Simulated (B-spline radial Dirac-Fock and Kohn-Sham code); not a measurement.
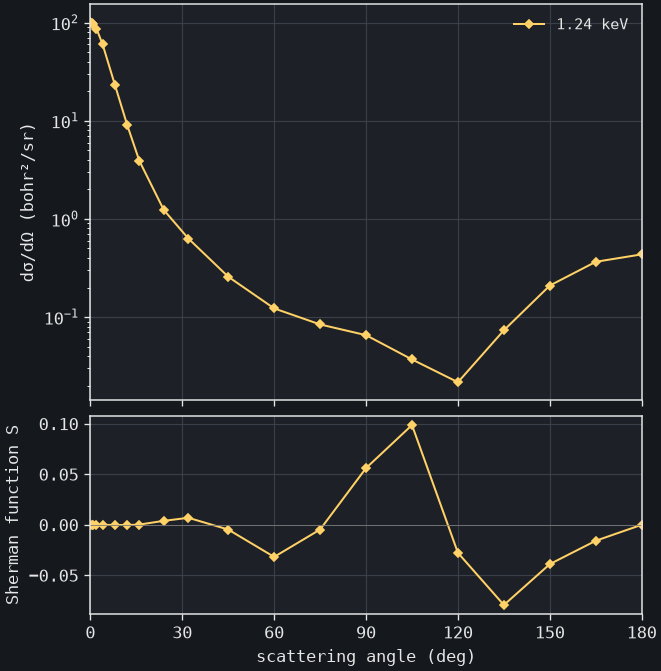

Differential cross section for elastic electron scattering and the Sherman function against angle at 1.24 keV, computed at the marked angles. System: neutral silver. Method: Dirac partial waves in the static Dirac–Fock field with Furness–McCarthy exchange, no polarisation or absorption (computed with a B-spline radial code).

Q: By what factor does the cross section at 1.24 keV drop from 0° to 180°?

A: From 101 to 0.44 bohr²/sr, a factor of 230.

Q: Where are the minima at 1.24 keV?

A: Near 120° (0.022 bohr²/sr), to the spacing of the grid.
